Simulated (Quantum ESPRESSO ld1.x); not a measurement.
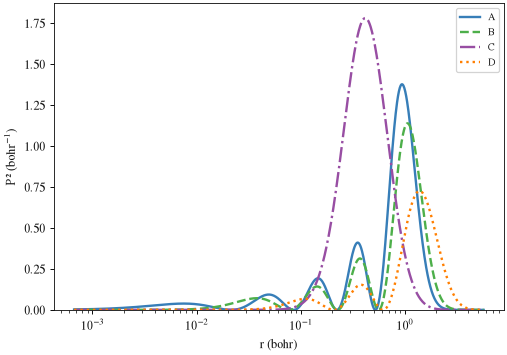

The radial probability densities P² of 4f up, 5d up, 5p up and 5s up. A is 5s up; B is 5p up; C is 4f up; D is 5d up. 4f up: outer maximum at 0.416 bohr, ⟨r⟩ = 0.581 bohr, 0 nodes, eigenvalue −72.7 eV; 5s up: outer maximum at 0.940 bohr, ⟨r⟩ = 1.03 bohr, 4 nodes, eigenvalue −116.1 eV; 5p up: outer maximum at 1.06 bohr, ⟨r⟩ = 1.20 bohr, 3 nodes, eigenvalue −77.7 eV; 5d up: outer maximum at 1.38 bohr, ⟨r⟩ = 1.67 bohr, 2 nodes, eigenvalue −34.5 eV.

Atomic calculation for Re³⁺

The rhenium ion Re³⁺ in the configuration [Xe] 4f14 5d4 (high spin). Computed at this level: scalar-relativistic Kohn-Sham, LDA (Slater exchange, Perdew-Wang correlation), spin-polarised, spherical densities, point nucleus (Quantum ESPRESSO ld1.x 7.5).

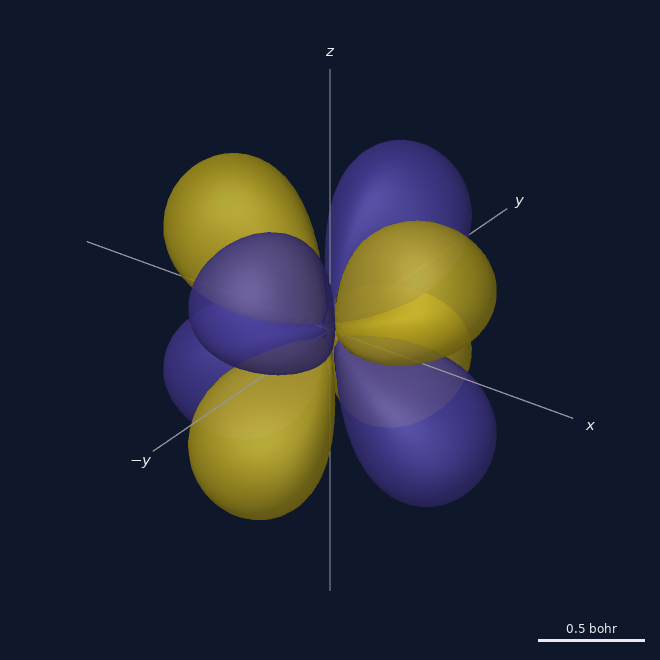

One occupied orbital of up spin is shown. The surface of constant |ψ| that holds about 85 % of the electron is drawn, yellow where ψ is positive and blue where it is negative. The radial function comes from the spherical calculation and is multiplied by a real spherical harmonic; the overall sign is chosen so that the largest lobe of P(r) is positive; at the scalar-relativistic level it is the large component. It is 4f(z(x²−y²)) of up spin. It has the plane xy and two diagonal planes as nodes and no radial node. The maximum of P² lies at 0.416 bohr, ⟨r⟩ = 0.581 bohr, 90 % of the charge lies within 0.957 bohr, and the eigenvalue is −72.7 eV, with 7 electrons in the shell for this spin.

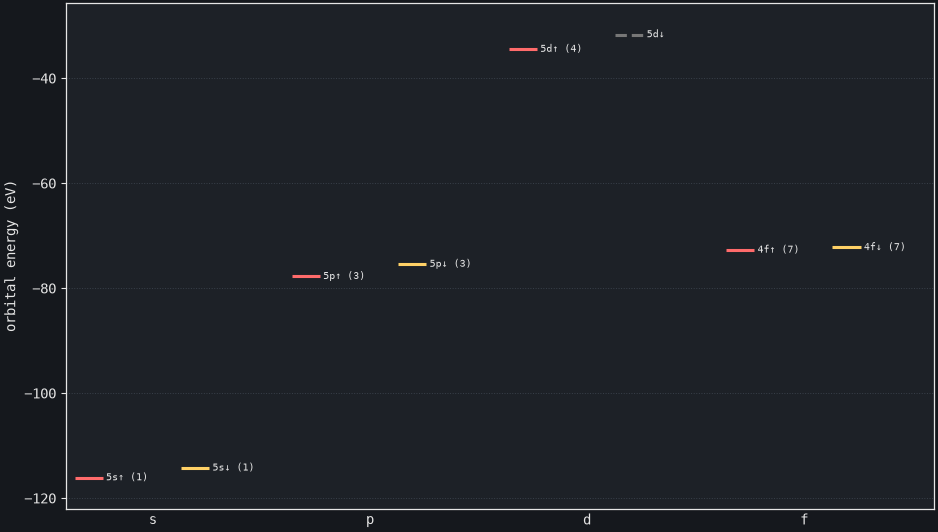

The outer levels are drawn (occupations in brackets, up spins at the left of each column and down spins at the right, empty levels dashed). The highest occupied level is 5d up at −34.5 eV. From the top down the occupied levels run 5d up (−34.5 eV), 4f down (−72.2 eV), 4f up (−72.7 eV), 5p down (−75.4 eV), 5p up (−77.7 eV), 5s down (−114.2 eV), 5s up (−116.1 eV). The lowest empty level drawn is 5d down at −31.7 eV. The largest exchange splitting (down less up) among the shells drawn in both spins is that of 5d, 2.78 eV.

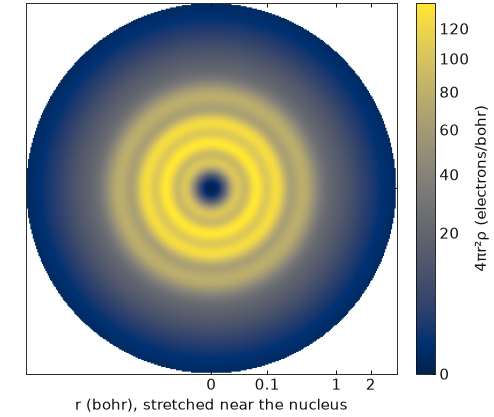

The radial density 4πr²ρ as a disc about the nucleus, with the radius drawn as r to the power 0.35. There are 4 maxima, at r = 0.0121, 0.0558, 0.154 and 0.409 bohr, parted by minima at 0.0233, 0.100 and 0.290 bohr, inside which lie 1.9, 11.1 and 30.0 electrons. The configuration has 5 principal shells, so not every shell has a maximum of its own.

These pictures come from the run below.

## Input
```
 &input
    zed=75.0,
    iswitch=1,
    rel=1,
    lsd=1,
    dft='PW',
    config='[Xe] 4f14 5d4',
    verbosity='high',
    prefix='ld1',
    max_out_wfc=37,
    file_charge='ld1.rho',
 /
```

## Log
```
     Program LD1 v.7.5 starts

     --------------------------- All-electron run ----------------------------

     scalar relativistic calculation

     atomic number is 75.00
     dft =PW   lsd =1 sic =0 latt =0  beta=0.20 tr2=1.0E-14
     Exchange-correlation= PW
                           (   1   4   0   0   0   0   0)
     mesh =2117 r(mesh) = 100.53560 a.u. xmin = -8.00 dx = 0.00800
     1 Ry =  13.60569312 eV, c = 137.03599908

     n l     nl                  e(Ry)          e(Ha)          e(eV)
     1 0     1S 1( 1.00)   -5265.290248681   -2632.645124341 -71637.9233271
     2 0     2S 1( 1.00)    -914.818685385    -457.409342692 -12446.7422965
     2 1     2P 1( 3.00)    -798.893591528    -399.446795764 -10869.5010443
     3 0     3S 1( 1.00)    -213.453688654    -106.726844327  -2904.1853838
     3 1     3P 1( 3.00)    -179.279184864     -89.639592432  -2439.2175726
     4 0     4S 1( 1.00)     -46.242869516     -23.121434758   -629.1662918
     4 1     4P 1( 3.00)     -35.029532817     -17.514766409   -476.6010738
     3 2     3D 1( 5.00)    -140.485038915     -70.242519457  -1911.3963278
     5 0     5S 1( 1.00)      -8.532567638      -4.266283819   -116.0914968
     5 1     5P 1( 3.00)      -5.714050471      -2.857025236    -77.7436172
     4 2     4D 1( 5.00)     -20.964455511     -10.482227756   -285.2359482
     4 3     4F 1( 7.00)      -5.345100340      -2.672550170    -72.7237949
     5 2     5D 1( 4.00)      -2.532959437      -1.266479718    -34.4626688
     1 0     1S 2( 1.00)   -5265.290293015   -2632.645146508 -71637.9239302
     2 0     2S 2( 1.00)    -914.802398241    -457.401199121 -12446.5206986
     2 1     2P 2( 3.00)    -798.880038798    -399.440019399 -10869.3166500
     3 0     3S 2( 1.00)    -213.446365689    -106.723182844  -2904.0857498
     3 1     3P 2( 3.00)    -179.271377855     -89.635688927  -2439.1113528
     4 0     4S 2( 1.00)     -46.226677395     -23.113338698   -628.9459867
     4 1     4P 2( 3.00)     -35.013205094     -17.506602547   -476.3789238
     3 2     3D 2( 5.00)    -140.473209787     -70.236604893  -1911.2353844
     5 0     5S 2( 1.00)      -8.396243417      -4.198121709   -114.2367113
     5 1     5P 2( 3.00)      -5.542987092      -2.771493546    -75.4161814
     4 2     4D 2( 5.00)     -20.944550147     -10.472275074   -284.9651219
     4 3     4F 2( 7.00)      -5.309614655      -2.654807327    -72.2409876
     5 2     5D 2( 0.00)      -2.328509692      -1.164254846    -31.6809883

     final scf error:  8.9E-15 reached in  20 iterations

     Etot =  -33361.464338 Ry,  -16680.732169 Ha, -453905.845922 eV
     Total magnetization:    4.00 Bohr mag.

     Ekin =   36865.725404 Ry,   18432.862702 Ha,  501583.746604 eV
     Encl =  -82449.820273 Ry,  -41224.910136 Ha,-1121786.952675 eV
     Eh   =   12862.632985 Ry,    6431.316492 Ha,  175005.037146 eV
     Exc  =    -640.002455 Ry,    -320.001227 Ha,   -8707.676997 eV

     normalization and overlap integrals

     s(1S/1S) =  1.000000  <r> =   0.0180  <r2> =    0.0004  r(max) =   0.0113
     s(1S/2S) = -0.033017
     s(1S/3S) = -0.014458
     s(1S/4S) = -0.007086
     s(1S/5S) = -0.003015
     s(2S/2S) =  1.000000  <r> =   0.0763  <r2> =    0.0069  r(max) =   0.0645
     s(2S/3S) = -0.009242
     s(2S/4S) = -0.004321
     s(2S/5S) = -0.001821
     s(2P/2P) =  1.000000  <r> =   0.0684  <r2> =    0.0057  r(max) =   0.0532
     s(2P/3P) = -0.007296
     s(2P/4P) = -0.003224
     s(2P/5P) = -0.001233
     s(3S/3S) =  1.000000  <r> =   0.1976  <r2> =    0.0446  r(max) =   0.1824
     s(3S/4S) = -0.003126
     s(3S/5S) = -0.001275
     s(3P/3P) =  1.000000  <r> =   0.1980  <r2> =    0.0455  r(max) =   0.1810
     s(3P/4P) = -0.002635
     s(3P/5P) = -0.000977
     s(4S/4S) =  1.000000  <r> =   0.4408  <r2> =    0.2194  r(max) =   0.4125
     s(4S/5S) = -0.000886
     s(4P/4P) =  1.000000  <r> =   0.4689  <r2> =    0.2501  r(max) =   0.4328
     s(4P/5P) = -0.000687
     s(3D/3D) =  1.000000  <r> =   0.1793  <r2> =    0.0377  r(max) =   0.1470
     s(3D/4D) = -0.001912
     s(3D/5D) = -0.000521
     s(5S/5S) =  1.000000  <r> =   1.0344  <r2> =    1.2011  r(max) =   0.9404
     s(5P/5P) =  1.000000  <r> =   1.1993  <r2> =    1.6256  r(max) =   1.0603
     s(4D/4D) =  1.000000  <r> =   0.5003  <r2> =    0.2900  r(max) =   0.4433
     s(4D/5D) = -0.000398
     s(4F/4F) =  1.000000  <r> =   0.5813  <r2> =    0.4204  r(max) =   0.4158
     s(5D/5D) =  1.000000  <r> =   1.6722  <r2> =    3.2243  r(max) =   1.3806
     s(1S/1S) =  1.000000  <r> =   0.0180  <r2> =    0.0004  r(max) =   0.0113
     s(1S/2S) = -0.033017
     s(1S/3S) = -0.014458
     s(1S/4S) = -0.007085
     s(1S/5S) = -0.003042
     s(2S/2S) =  1.000000  <r> =   0.0763  <r2> =    0.0069  r(max) =   0.0645
     s(2S/3S) = -0.009242
     s(2S/4S) = -0.004320
     s(2S/5S) = -0.001837
     s(2P/2P) =  1.000000  <r> =   0.0684  <r2> =    0.0057  r(max) =   0.0532
     s(2P/3P) = -0.007296
     s(2P/4P) = -0.003223
     s(2P/5P) = -0.001248
     s(3S/3S) =  1.000000  <r> =   0.1976  <r2> =    0.0446  r(max) =   0.1824
     s(3S/4S) = -0.003126
     s(3S/5S) = -0.001286
     s(3P/3P) =  1.000000  <r> =   0.1980  <r2> =    0.0454  r(max) =   0.1810
     s(3P/4P) = -0.002634
     s(3P/5P) = -0.000988
     s(4S/4S) =  1.000000  <r> =   0.4408  <r2> =    0.2194  r(max) =   0.4125
     s(4S/5S) = -0.000894
     s(4P/4P) =  1.000000  <r> =   0.4688  <r2> =    0.2500  r(max) =   0.4328
     s(4P/5P) = -0.000695
     s(3D/3D) =  1.000000  <r> =   0.1793  <r2> =    0.0377  r(max) =   0.1470
     s(3D/4D) = -0.001913
     s(3D/5D) = -0.000523
     s(5S/5S) =  1.000000  <r> =   1.0285  <r2> =    1.1874  r(max) =   0.9329
     s(5P/5P) =  1.000000  <r> =   1.1913  <r2> =    1.6047  r(max) =   1.0518
     s(4D/4D) =  1.000000  <r> =   0.5001  <r2> =    0.2896  r(max) =   0.4433
     s(4D/5D) = -0.000400
     s(4F/4F) =  1.000000  <r> =   0.5776  <r2> =    0.4137  r(max) =   0.4158
     s(5D/5D) =  1.000000  <r> =   1.6840  <r2> =    3.2906  r(max) =   1.3696

     ------------------------ End of All-electron run ------------------------
```

## Results in brief

```
                       quantity                      value
                        outcome                  converged
                   total energy        −16680.7322 hartree
                 kinetic energy         18432.8627 hartree
        electron–nucleus energy        −41224.9101 hartree
                 Hartree energy          6431.3165 hartree
    exchange–correlation energy        −320.001228 hartree
radius at density 0.001 e/bohr³                  3.40 bohr
                 SCF iterations                         20
                       hardware  1 CPU thread, shared host
                      wall time                     0.82 s
```
